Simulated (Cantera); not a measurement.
A closed system holds: 1 mol Al(CH3)3, 7.9 mol H2O, 21 mol N2, a varied amount of O2, at 2198 K and 0.133 bar.

Cantera equilibrium calculation (NASA polynomials, part measured and part estimated; ideal gas, pure solids and liquids). Candidate condensed phases: Al, AlN, Al2O3, C, C6H6, C7H8, C8H18, H2O; 148 gas species. The feed counts by its element totals alone. Gases not in the tables: Al(OH)3. Rates play no part.

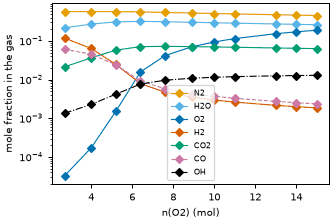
Figure. Equilibrium gas composition (values under 1e-9 drawn at 1e-9)

Task: Read off the mole fractions at 11 mol O2.

Result: N2 about 0.50, H2O about 0.29, O2 about 0.12, CO2 about 0.069, OH about 0.012, CO about 0.0033, H2 about 0.0026.
